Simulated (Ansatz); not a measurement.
Consider ZnPdC₄N₄.

Input file:

```
crystal:
  lattice:
    - [7.319104732, 0.0, 0.0]
    - [0.0, 7.319104732, 0.0]
    - [0.0, 0.0, 4.7672854192]
  atoms:
    - { symbol: Zn, position: [0.5, 0.5, 0.0] }
    - { symbol: Pd, position: [0.0, 0.0, 0.0] }
    - { symbol: C, position: [0.1916488787, 0.8083511213, 0.0] }
    - { symbol: C, position: [0.8083511213, 0.1916488787, 0.0] }
    - { symbol: C, position: [0.1916488787, 0.1916488787, 0.0] }
    - { symbol: C, position: [0.8083511213, 0.8083511213, 0.0] }
    - { symbol: "N", position: [0.3041900277, 0.6958099723, 0.0] }
    - { symbol: "N", position: [0.6958099723, 0.3041900277, 0.0] }
    - { symbol: "N", position: [0.3041900277, 0.3041900277, 0.0] }
    - { symbol: "N", position: [0.6958099723, 0.6958099723, 0.0] }
basis:
  ecutwfc: 420
kpoints:
  mp_grid: { grid: [4, 4, 6] }
hamiltonian:
  xc: pbe
scf:
  occupations: { method: gaussian, width: 0.02 }
output:
  forces: true
  stress: true
  eigenvalues: true
  write_density: true
  write_potential: true
  elf: true
  volumetric_format: npy
relax:
  adjacent_minimum: "off"
  f_tol: 0.01
  max_steps: 80
  cell: { stress_tol: 0.05 }
```

Run with:

```sh
ansatz run input.yaml --threads 1 --pin off --max-ram 2560MiB --backend cpu --events-out ev --progress --plain --runs-dir out
```

Below, planes, directions and counts refer to the conventional cell (a = 7.32 Å, b = 7.32 Å, c = 4.77 Å, α = 90.00°, β = 90.00°, γ = 90.00°).

Space group P4/mmm; a structure generated by program, which may or may not match a known phase.

These are results of DFT PBE, scalar-relativistic, plane waves, PAW in Ansatz, not measurements.

Q: Predict the valence pseudo-density and electron localisation function between the atoms.

A: C–N (1.16 Å): ρ is about 3.5 e/Å³ halfway; the ELF peaks at about 0.85 between the atoms (inside overlapping PAW spheres, so only a guide); a multiple bond.
Pd–C (1.98 Å): ρ at the midpoint is about 0.93 e/Å³; the ELF peaks at about 0.90 in the valence shell of C, 0.6 Å from its nucleus, and is about 0.30 at the midpoint.
Zn–N (2.03 Å): the density is about 0.56 e/Å³ at the midpoint; the ELF peaks at about 0.90 in the valence shell of N, 0.7 Å from its nucleus, and is about 0.30 at the midpoint (no shared electron pair shows on this line).

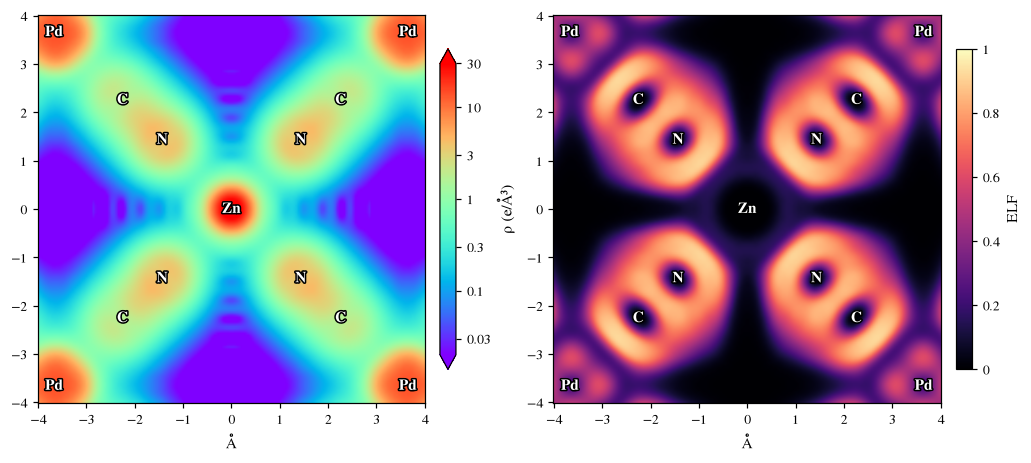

Computed valence pseudo-density and electron localisation function on the (001) plane of the conventional cell, in this order. 

In a PAW calculation such maps are meaningful between the atoms, not at the nuclei.
